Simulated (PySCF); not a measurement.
# C₂H₈B₂S: geometry, spin-spin couplings

Aim: predict the spin-spin couplings of C₂H₈B₂S (`BB(C)SC`).

Computed with PySCF 2.14.0, with density-fitted response routines of our own, on a single molecule in the gas phase. Atoms are numbered from 0 throughout.

### 1 The molecule as given

13 atoms, charge 0, multiplicity 1; geometry from: GFN2-xTB. The atoms were then displaced at random by about 0.01 Å, so the start is not that level's minimum.

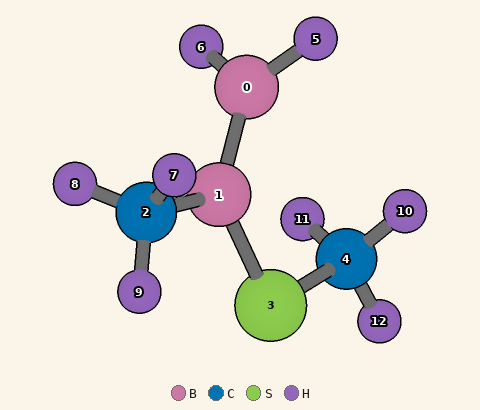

As it starts; boron pink, carbon blue, sulfur green, hydrogen purple, atoms numbered.

### 2 Optimising the geometry at PBE0-D3(BJ)/def2-SVP

The job: settings as JSON, then the geometry in Å.

```
{"job": {"xc": "PBE0", "basis": "def2-SVP", "d3": "d3bj", "grid": 1, "shake": 0.01, "kind": "geom"}, "charge": 0, "multiplicity": 1}
B     -0.659650     1.153660    -0.442510
B     -0.536980    -0.312270     0.218510
C     -1.764780    -1.321870     0.412310
S      1.080150    -0.916130     0.782540
C      2.207910     0.437760     0.407870
H     -0.892620     2.146980     0.190660
H     -0.544300     1.373220    -1.597560
H     -2.514910    -0.867640     1.024440
H     -2.208360    -1.558780    -0.515670
H     -1.452740    -2.256640     0.903510
H      1.899280     1.334050     0.965660
H      2.227370     0.635710    -0.643130
H      3.165450     0.135040     0.739930
```

Run with:

```bash
> OMP_NUM_THREADS=1 python probes_run.py task.json out
```

The driver reads the jobs from task.json and runs them one after another.

What it wrote:

```text
step   0  E = -528.38065015  max force = 0.039169
step   1  E = -528.38648479  max force = 0.009950
step   2  E = -528.38719007  max force = 0.002929
step   3  E = -528.38742460  max force = 0.002036
step   4  E = -528.38747923  max force = 0.001430
step   5  E = -528.38750941  max force = 0.000244
step   6  E = -528.38752283  max force = 0.000484
step   7  E = -528.38753599  max force = 0.000917
step   8  E = -528.38754245  max force = 0.000861
step   9  E = -528.38754506  max force = 0.000365
optimisation converged
```

Wall time 45 s (1 thread of Arm Neoverse V1, shared host); peak memory 0.47 GiB.

Step by step:

| step | energy from step 0 (eV) | largest force component (eV/Å) |
| --- | --- | --- |
| 0 | 0.0000 | 2.0142 |
| 1 | -0.1588 | 0.5116 |
| 2 | -0.1780 | 0.1506 |
| 3 | -0.1843 | 0.1047 |
| 4 | -0.1858 | 0.0735 |
| 5 | -0.1866 | 0.0125 |
| 6 | -0.1870 | 0.0249 |
| 7 | -0.1874 | 0.0472 |
| 8 | -0.1875 | 0.0443 |
| 9 | -0.1876 | 0.0188 |

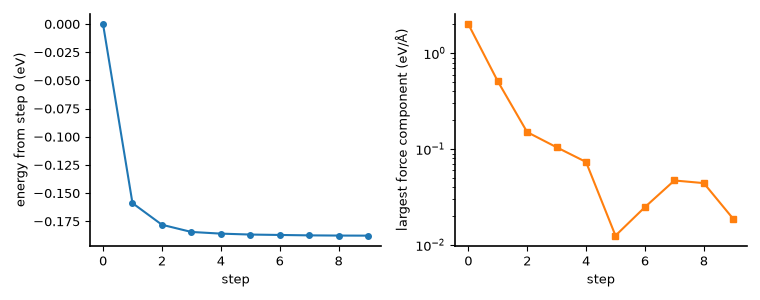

Energy and force, step by step.

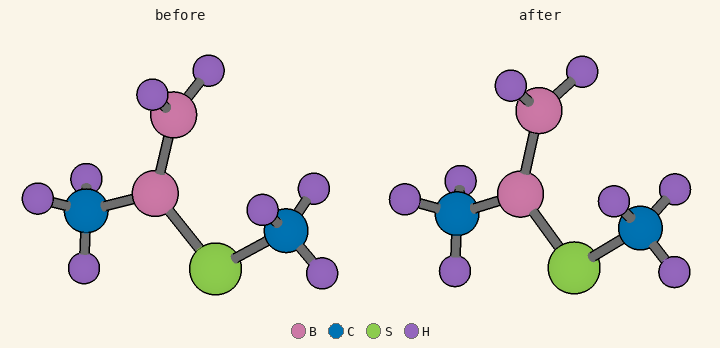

The geometry before (left) and after (right).

Close pairs (by a distance rule), those that changed most:

| bond | before (Å) | after (Å) | change (Å) |
| --- | --- | --- | --- |
| B0–B1 | 1.613 | 1.674 | +0.061 |
| C2–H8 | 1.055 | 1.103 | +0.047 |
| C4–H12 | 1.058 | 1.098 | +0.040 |
| C2–H7 | 1.069 | 1.104 | +0.034 |
| B0–H6 | 1.181 | 1.213 | +0.032 |
| B1–S3 | 1.816 | 1.786 | -0.030 |
| C4–H11 | 1.070 | 1.099 | +0.029 |
| B1–C2 | 1.601 | 1.579 | -0.023 |

The next job starts from the end point, and lists it.

| at the end point | value |
| --- | --- |
| point group (found at 0.08 Å tolerance) | C1 |
| rotational constants (GHz, main isotopes) | 5.736, 2.846, 1.982 |
| dipole moment (D) | 0.85 |

### 3 J couplings: B3LYP/6-31G*

The job: settings as JSON, then the geometry in Å.

```
{"job": {"kind": "j", "xc": "B3LYP", "basis": "6-31G*"}, "charge": 0, "multiplicity": 1}
B     -0.683577     1.087019    -0.591294
B     -0.509999    -0.392838     0.171147
C     -1.649528    -1.478698     0.290075
S      1.050517    -0.794270     0.941734
C      2.121716     0.646323     0.650196
H     -1.084265     2.069858    -0.003268
H     -0.395967     1.250444    -1.758522
H     -2.493974    -1.056932     0.862273
H     -2.055871    -1.729521    -0.703973
H     -1.334786    -2.411842     0.781738
H      1.700604     1.550861     1.110909
H      2.275587     0.811030    -0.425323
H      3.093957     0.436738     1.115430
```

Method: B3LYP/6-31G* indirect spin-spin coupling, non-relativistic, gas phase.

What it wrote:

```text
coarse grid: 10928 points
cycle   1  E = -528.9273566407  dE =  1.177e-01  |g| = 3.792e-01  |ddm| = 3.146e+00
cycle   2  E = -528.9216603154  dE =  5.696e-03  |g| = 4.132e-01  |ddm| = 8.608e-01
cycle   3  E = -528.9699581899  dE = -4.830e-02  |g| = 4.430e-02  |ddm| = 4.676e-01
cycle   4  E = -528.9704602043  dE = -5.020e-04  |g| = 2.049e-02  |ddm| = 8.374e-02
cycle   5  E = -528.9705873193  dE = -1.271e-04  |g| = 5.428e-03  |ddm| = 3.205e-02
cycle   6  E = -528.9705969518  dE = -9.633e-06  |g| = 1.109e-03  |ddm| = 8.183e-03
final grid: 99560 points
cycle   7  E = -528.9184344994  dE = -1.228e-05  |g| = 6.254e-03  |ddm| = 1.822e-02
cycle   8  E = -528.9184286309  dE =  5.868e-06  |g| = 7.886e-03  |ddm| = 1.178e-02
cycle   9  E = -528.9184448836  dE = -1.625e-05  |g| = 3.976e-04  |ddm| = 6.717e-03
cycle  10  E = -528.9184449274  dE = -4.386e-08  |g| = 1.331e-04  |ddm| = 7.083e-04
cycle  11  E = -528.9184449321  dE = -4.685e-09  |g| = 3.068e-05  |ddm| = 1.507e-04
cycle  12  E = -528.9184449324  dE = -2.599e-10  |g| = 1.009e-05  |ddm| = 5.152e-05
converged SCF energy = -528.9184449324

Indirect spin-spin couplings (Hz)
  i      j    bonds     total        FC       PSO       DSO        SD
  0 B    1 B    1     98.391    98.934    -1.175     0.223     0.410
  0 B    2 C    2      3.978     4.144    -0.027    -0.013    -0.127
  0 B    3 S    2      0.389     0.621     0.089    -0.004    -0.317
  0 B    4 C    3      4.935     4.709     0.161     0.045     0.020
  0 B    5 H    1    135.252   136.646    -2.117     0.363     0.360
  0 B    6 H    1    135.280   136.673    -2.117     0.363     0.361
  0 B    7 H    3      0.277     0.288     0.059    -0.046    -0.024
  0 B    8 H    3      0.721     0.696     0.067    -0.026    -0.016
  0 B    9 H    3      5.921     5.982     0.313    -0.426     0.052
  1 B    2 C    1     64.450    65.304    -1.364     0.208     0.302
  1 B    3 S    1     -4.740     0.578    -5.637     0.041     0.279
  1 B    4 C    2     -0.591    -0.388    -0.160    -0.024    -0.019
  1 B    5 H    2      4.867     4.893    -0.048    -0.036     0.057
  1 B    6 H    2      4.636     4.663    -0.048    -0.037     0.059
  1 B    7 H    2     -2.066    -2.074    -0.021    -0.102     0.131
  1 B    8 H    2     -1.790    -1.687    -0.073    -0.135     0.105
  1 B    9 H    2     -6.215    -5.866    -0.194    -0.200     0.045
  1 B   10 H    3      2.048     2.256    -0.198     0.012    -0.022
  1 B   11 H    3      2.061     2.269    -0.196     0.010    -0.021
  1 B   12 H    3      7.052     7.567     0.086    -0.595    -0.006
  2 C    3 S    2      6.311     6.490    -0.178    -0.001         -
  2 C    4 C    3      6.409     6.523    -0.046    -0.068         -
  2 C    5 H    3     -0.349    -0.311     0.081    -0.119         -
  2 C    6 H    3     -0.333    -0.288     0.082    -0.127         -
  2 C    7 H    1    134.765   132.751     1.425     0.590         -
  2 C    8 H    1    136.274   134.297     1.394     0.583         -
  2 C    9 H    1    142.687   140.866     1.215     0.607         -
  2 C   10 H    4     -0.787    -0.685     0.091    -0.193         -
  2 C   11 H    4     -0.802    -0.698     0.092    -0.195         -
  2 C   12 H    4      1.099     1.266     0.139    -0.306         -
  3 S    4 C    1     -6.729    -8.530     1.772     0.028         -
  3 S    5 H    3      0.417     0.480    -0.024    -0.040         -
  3 S    6 H    3      0.392     0.456    -0.025    -0.039         -
  3 S    7 H    3      2.155     2.271    -0.052    -0.065         -
  3 S    8 H    3      3.090     3.221    -0.056    -0.075         -
  3 S    9 H    3      3.449     3.456    -0.036     0.030         -
  3 S   10 H    2     -0.284    -0.401     0.178    -0.061         -
  3 S   11 H    2     -0.281    -0.402     0.181    -0.060         -
  3 S   12 H    2      4.260     3.958     0.353    -0.051         -
  4 C    7 H    4     -0.211    -0.072     0.102    -0.241         -
  4 C    9 H    4     -0.406    -0.189     0.087    -0.303         -
  4 C   10 H    1    151.169   149.711     0.753     0.705         -
  4 C   11 H    1    151.281   149.827     0.749     0.705         -
  4 C   12 H    1    149.345   147.874     0.792     0.679         -
  5 H    6 H    2    -10.177    -9.016     0.495    -1.656         -
  5 H    7 H    4      0.421     0.402    -0.043     0.062         -
  5 H    8 H    4      1.429     1.732     0.383    -0.686         -
  5 H    9 H    4     -0.884    -0.420     0.656    -1.120         -
  5 H   10 H    5      0.602     0.143    -0.493     0.951         -
  5 H   11 H    5      0.562     0.615     0.059    -0.111         -
  5 H   12 H    5     -0.239     0.184     0.524    -0.948         -
  6 H    7 H    4      1.470     1.820     0.435    -0.785         -
  6 H    9 H    4     -0.404     0.048     0.633    -1.085         -
  6 H   10 H    5      0.624     0.653     0.035    -0.064         -
  6 H   11 H    5      0.612     0.138    -0.512     0.987         -
  6 H   12 H    5     -0.215     0.206     0.526    -0.947         -
  7 H    8 H    2    -20.391   -19.558     1.516    -2.349         -
  7 H    9 H    2    -15.484   -14.563     1.545    -2.466         -
  7 H   10 H    5      0.477     0.740     0.218    -0.481         -
  7 H   11 H    5      0.366     0.827     0.468    -0.928         -
  7 H   12 H    5     -0.533     0.040     0.507    -1.080         -
  8 H    9 H    2    -14.643   -13.695     1.556    -2.504         -
  8 H   10 H    5      0.196     0.638     0.464    -0.905         -
  8 H   11 H    5      0.331     0.610     0.252    -0.531         -
  8 H   12 H    5     -0.502     0.073     0.526    -1.101         -
  9 H   10 H    5     -0.557     0.013     0.415    -0.984         -
  9 H   11 H    5     -0.569    -0.011     0.399    -0.957         -
  9 H   12 H    5     -0.733    -0.111     0.399    -1.021         -
 10 H   11 H    2    -12.889   -12.007     1.489    -2.371         -
 10 H   12 H    2    -15.603   -14.708     1.458    -2.352         -
 11 H   12 H    2    -15.600   -14.704     1.461    -2.357         -
```

Run time: 10 s. Hardware: 1 thread of Arm Neoverse V1, shared host; peak memory 0.51 GiB.

This basis has no tight s functions, so the Fermi-contact terms are rough.

A choice of the couplings up to four bonds, sorted by the number of bonds, with means over like pairs; isotopes 11B, 13C, 1H, 33S:

| pair | bonds | J (Hz) | Fermi contact (Hz) | dihedral (°) |
| --- | --- | --- | --- | --- |
| C4–H10 | 1 | 150.6 | 149.1 | – |
| C2–H7 | 1 | 137.9 | 136.0 | – |
| B0–H5 | 1 | 135.3 | 136.7 | – |
| B0–B1 | 1 | 98.4 | 98.9 | – |
| B1–C2 | 1 | 64.5 | 65.3 | – |
| S3–C4 | 1 | -6.7 | -8.5 | – |
| B1–S3 | 1 | -4.7 | 0.6 | – |
| H7–H8 | 2 | -16.8 | -15.9 | – |
| H10–H11 | 2 | -14.7 | -13.8 | – |
| H5–H6 | 2 | -10.2 | -9.0 | – |
| C2–S3 | 2 | 6.3 | 6.5 | – |
| B1–H5 | 2 | 4.8 | 4.8 | – |
| B0–C2 | 2 | 4.0 | 4.1 | – |
| B1–H7 | 2 | -3.4 | -3.2 | – |
| S3–H10 | 2 | 1.2 | 1.1 | – |
| C2–C4 | 3 | 6.4 | 6.5 | -179 |
| B0–C4 | 3 | 4.9 | 4.7 | 0 |
| B1–H10 | 3 | 3.7 | 4.0 | – |
| S3–H7 | 3 | 2.9 | 3.0 | – |
| B0–H7 | 3 | 2.3 | 2.3 | – |

Means hide unlike values in this fixed geometry: B1–H7 from -6.2 to -1.8 Hz; S3–H10 from -0.3 to 4.3 Hz; B1–H10 from 2.0 to 7.1 Hz. They hold only if the pairs exchange fast.

The spin-dipole term was solved for some atoms only; pairs without it lack that part.

The response was solved for the nuclei of B, C, H alone, so couplings that need other nuclei can be missing.

Quadrupole couplings from the field gradients of the same density:

| atom | isotope | eQq/h (MHz) | η |
| --- | --- | --- | --- |
| S3 | 33S | -29.8 | 0.50 |
| B0 | 11B | 5.700 | 0.16 |
| B1 | 11B | 4.064 | 0.48 |

### 4 What came out

| quantity | value |
| --- | --- |
| point group | C1 |
| rotational constants (main isotopes) | 5.74, 2.85, 1.98 GHz |
| largest coupling of the table (B3LYP/6-31G*) | 1J(C,H) C4–H10, 150.6 Hz (mean over like pairs) |

**Reading.** The start of the PBE0/def2-SVP relaxation was shaken at random by about 0.01 Å, so part of the energy gained, and of the first lengths quoted, undoes that. Over 9 steps the energy fell by 0.188 eV; of the close pairs, B0–B1 changed most, 1.613 to 1.674 Å. In the run at B3LYP/6-31G*, the largest coupling of the table is C4–H10 (mean over like pairs), 150.6 Hz, of which the Fermi-contact term gives 149.1 Hz. Couplings across rotatable bonds belong to this one conformer; where others are populated, the observed values are averages. Couplings from bases without tight functions are rough.
